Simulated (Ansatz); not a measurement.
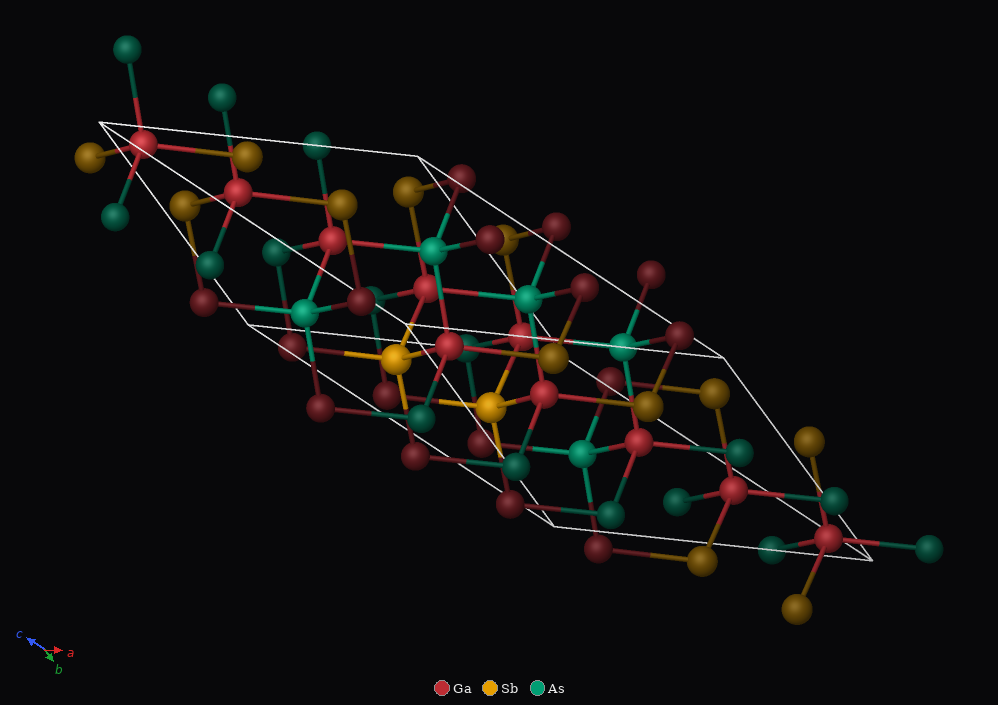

Crystal structure, ball-and-stick style, seen from a general direction. The edges of the simulation cell are marked. Periodic images bonded to atoms of the box are shown as well, in fainter colours.

The run was set up as follows:
```yaml
crystal:
  lattice:
    - [-2.0989043228, 2.0989043228, 14.8441861837]
    - [2.0989043228, -2.0989043228, 14.8441861837]
    - [2.0989043228, 2.0989043228, -14.8441861837]
  atoms:
    - { symbol: Ga, position: [0.7026965569, 0.7026965569, 0.0] }
    - { symbol: Ga, position: [0.2973034431, 0.2973034431, 0.0] }
    - { symbol: Ga, position: [0.9056797387, 0.9056797387, 0.0] }
    - { symbol: Ga, position: [0.5, 0.5, 0.0] }
    - { symbol: Ga, position: [0.0943202613, 0.0943202613, 0.0] }
    - { symbol: Sb, position: [0.3514768498, 0.8514768498, 0.5] }
    - { symbol: Sb, position: [0.1485231502, 0.6485231502, 0.5] }
    - { symbol: As, position: [0.9528777668, 0.4528777668, 0.5] }
    - { symbol: As, position: [0.5471222332, 0.0471222332, 0.5] }
    - { symbol: As, position: [0.75, 0.25, 0.5] }
basis:
  ecutwfc: 420
kpoints:
  mp_grid: { grid: [12, 12, 12] }
  band_path:
    path:
      - [[0.0, 0.0, 0.0], [0.0, 0.0, 0.5], [0.25, 0.25, 0.25], [0.0, 0.5, 0.0], [0.0, 0.0, 0.0], [0.5, 0.5, -0.5], [0.25499819, 0.74500181, -0.25499819]]
      - [[-0.25499819, 0.25499819, 0.25499819], [0.0, 0.0, 0.0]]
      - [[0.0, 0.0, 0.5], [-0.00999637, 0.00999637, 0.5]]
      - [[0.5, 0.5, -0.00999637], [0.5, 0.5, -0.5]]
    npoints: 14
hamiltonian:
  xc: lda
scf:
  occupations: { method: gaussian, width: 0.1 }
  n_extra_bands: 25
output:
  forces: true
  stress: true
  eigenvalues: true
  populations: true
  dos: { projected: true, de: 0.02, nscf_kmesh: { grid: [15, 15, 15] } }
  bader: true
  write_density: true
  write_potential: true
  elf: true
  volumetric_format: npy
```
Run as:
```sh
ansatz run input.yaml --threads 4 --pin off --max-ram 8192MiB --backend cpu --events-out ev --progress --plain --runs-dir out
```

Level of theory and settings: DFT LDA, scalar-relativistic, plane waves, PAW in Ansatz 0.2.0, 420 eV cutoff, k-mesh 12×12×12, Gaussian smearing of 0.1 eV, no spin polarisation.

Question: State the Bader charges by element.

Answer: Ga +0.43 to +0.59 e; Sb -0.29 e; As -0.58 e.

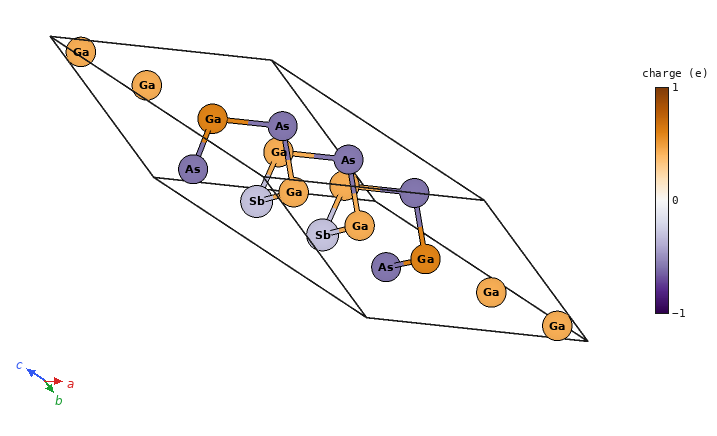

The atoms coloured by those charges.

The cell started as a structure type filled with these elements by a generator (whether the compound takes this form wasn't checked). Earlier steps of the study, as a rule a relaxation of our own, may have changed the cell and positions, so they can lie some per cent off the listed ones. It was run through Ansatz as a DFT input.

At this level of theory the run's own cell isn't at rest (stretched, at -4 GPa), so its distances can differ from those at equilibrium, the more so the softer the solid.
